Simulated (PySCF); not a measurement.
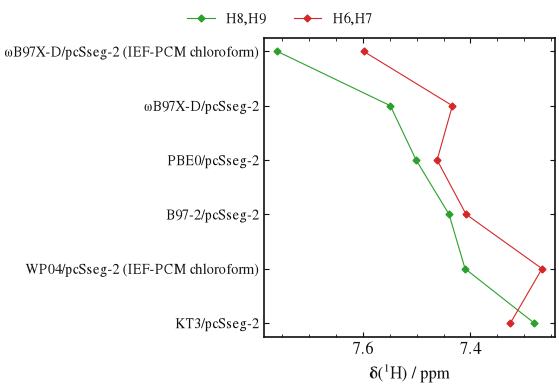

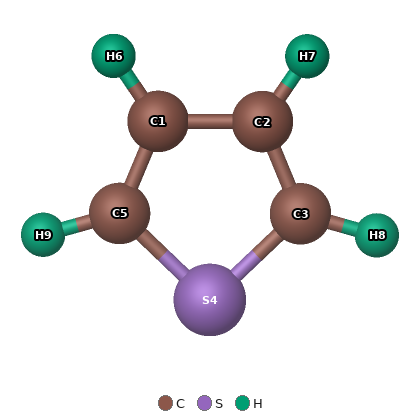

GIAO ¹H shifts of C₄H₄S, SMILES c1ccsc1 at several levels, one geometry, PySCF 2.14.0, at a PBE0-D3(BJ)/def2-TZVP geometry (no frequency check); values of one conformer, averaged over methyl-type rotors and exact or near symmetry; each against TMS at the same level.

Question: Which of the plotted signals depends most on the level, and by how much?

Answer: That of H8 and H9: from 7.28 ppm (KT3/pcSseg-2) to 7.76 ppm (ωB97X-D/pcSseg-2 (IEF-PCM chloroform)), a spread of 0.48 ppm. The steadiest, H6 and H7, moves by 0.33 ppm.

Question: Do all levels give the signals in the same order?

Answer: No, some signals change places between levels.
